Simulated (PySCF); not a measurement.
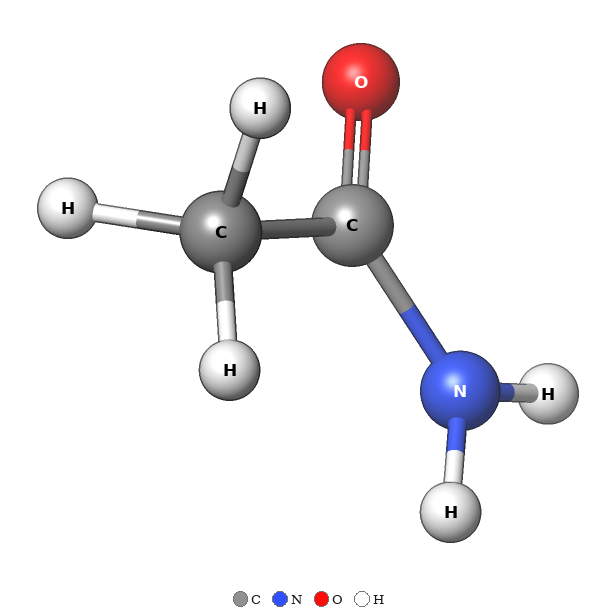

A ball-and-stick model of a molecule. Double and triple bonds are drawn as two and three sticks.

> What is the molecular formula?

C2H5NO, 9 atoms: 2 carbon, 5 hydrogen, 1 nitrogen and 1 oxygen.

> Name functional groups in it.

Among them: amide.

More results for the same structure follow; atom numbers are the same in all pictures, views and colours differ. Computed geometry: PBE0-D3(BJ)/def2-SVP optimisation. No frequency run is at hand to confirm it as a minimum.

## Shape

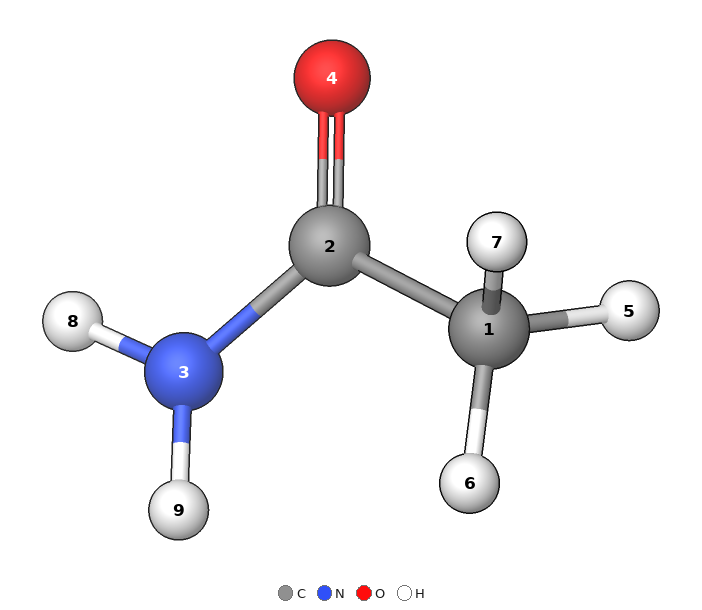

Atoms carry their numbers in the input. No frequency run is at hand to confirm it as a minimum.

> How are the neighbours of atom 2 arranged?

C2 has 3 neighbours (C1 at 1.51, N3 at 1.36, O4 at 1.21 Å); the arrangement is trigonal planar.

> How are the neighbours of atom 3 arranged?

N3 has 3 neighbours (C2 at 1.36, H8 at 1.01, H9 at 1.01 Å); the arrangement is trigonal planar.

> How are the neighbours of atom 1 arranged?

C1 has 4 neighbours (C2 at 1.51, H5 at 1.10, H6 at 1.10, H7 at 1.10 Å); the arrangement is tetrahedral.

## Dipole moment

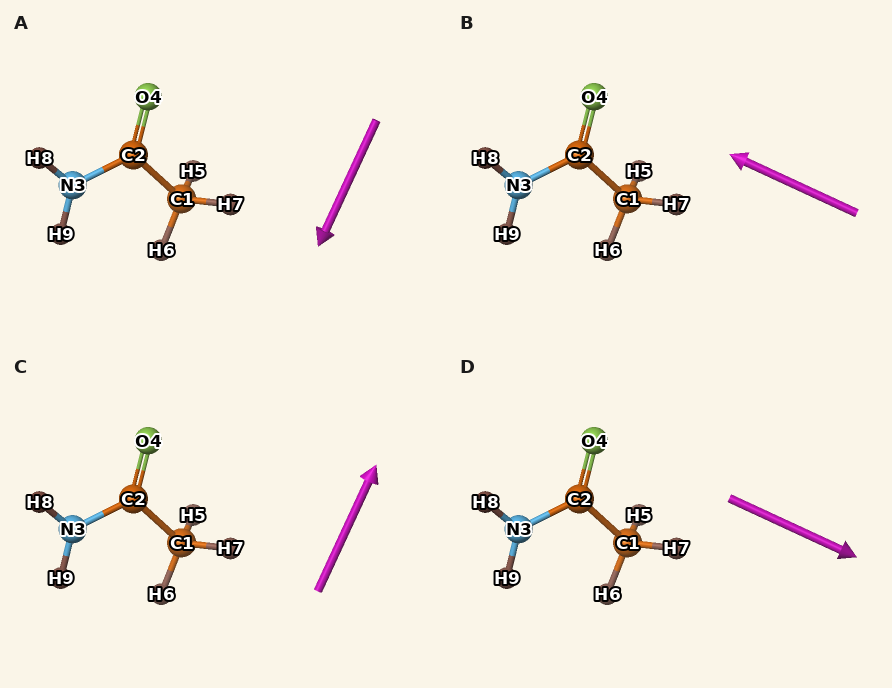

The same molecule four times, each with an arrow. No frequency run is at hand to confirm it as a minimum. Method: PBE0/6-31G*, gas phase (PySCF 2.14.0).

> Which arrow points along the dipole moment, from the negative to the positive end?

A. The dipole moment is 3.72 D; it points from the side of O4 to the side of H9 (the outermost atoms at the two ends).

## Charges

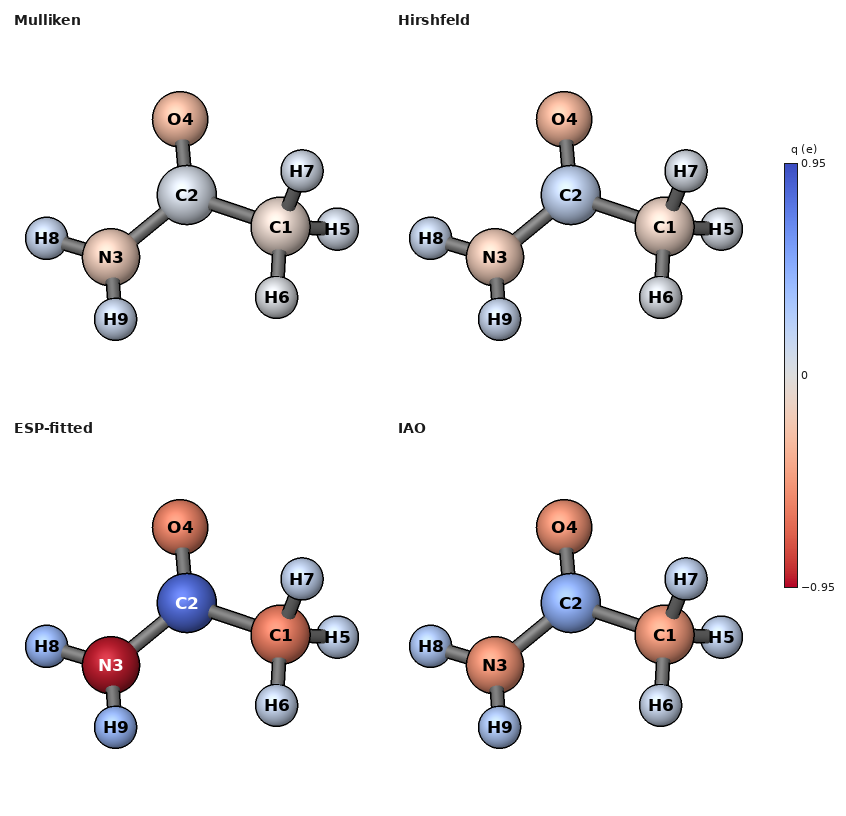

Atomic charges of one calculation by 4 schemes, on one colour scale. No frequency run is at hand to confirm it as a minimum. Level of theory: PBE0/def2-SVP (PySCF 2.14.0).

> Which scheme gives the most polar picture (largest mean size of the charges)?

The ESP-fitted charges are the largest in size here, and the Mulliken charges the smallest.

> On which atom do the schemes disagree most?

On C2 (from 0.06 to 0.81 e); N3 (from −0.91 to −0.16 e).

List the charges (e), one line for each set of equivalent atoms. Atoms whose distances differ by more than 0.02 Å in this geometry are listed apart.

```json
{"atom": "C1", "Mulliken": "−0.08", "Hirshfeld": "−0.12", "ESP-fitted": "−0.60", "IAO": "−0.46"}
{"atom": "C2", "Mulliken": "0.06", "Hirshfeld": "0.18", "ESP-fitted": "0.81", "IAO": "0.44"}
{"atom": "N3", "Mulliken": "−0.16", "Hirshfeld": "−0.17", "ESP-fitted": "−0.91", "IAO": "−0.50"}
{"atom": "O4", "Mulliken": "−0.28", "Hirshfeld": "−0.31", "ESP-fitted": "−0.57", "IAO": "−0.49"}
{"atom": "H5", "Mulliken": "0.08", "Hirshfeld": "0.06", "ESP-fitted": "0.17", "IAO": "0.17"}
{"atom": "H6", "Mulliken": "0.03", "Hirshfeld": "0.04", "ESP-fitted": "0.14", "IAO": "0.13"}
{"atom": "H7", "Mulliken": "0.08", "Hirshfeld": "0.06", "ESP-fitted": "0.17", "IAO": "0.17"}
{"atom": "H8", "Mulliken": "0.14", "Hirshfeld": "0.14", "ESP-fitted": "0.39", "IAO": "0.28"}
{"atom": "H9", "Mulliken": "0.13", "Hirshfeld": "0.14", "ESP-fitted": "0.40", "IAO": "0.27"}
```

## Quadrupole coupling

No frequency run is at hand to confirm it as a minimum. Electric field gradients from the ground-state density, PBE0/6-311+G(2d,p) (PySCF 2.14.0), non-relativistic apart from any core potentials.

Give the largest field-gradient component, the quadrupole coupling constant and the asymmetry for 14N at N3 (Q = 20.44 mb), 17O at O4 (Q = −25.6 mb), 2H at H5 (Q = 2.86 mb), 2H at H6 (Q = 2.86 mb), 2H at H7 (Q = 2.86 mb), 2H at H8 (Q = 2.86 mb).

| atom | V_zz (a.u.) | e²qQ/h (MHz) | η |
| --- | --- | --- | --- |
| N3 | −0.893 | −4.29 | 0.05 |
| O4 | −1.542 | 9.28 | 0.04 |
| H5 | 0.295 | 0.198 | 0.02 |
| H6 | 0.297 | 0.199 | 0.05 |
| H7 | 0.295 | 0.198 | 0.02 |
| H8 | 0.411 | 0.276 | 0.16 |

Mulliken values depend strongly on the basis set and can even reverse the polarity of a bond.
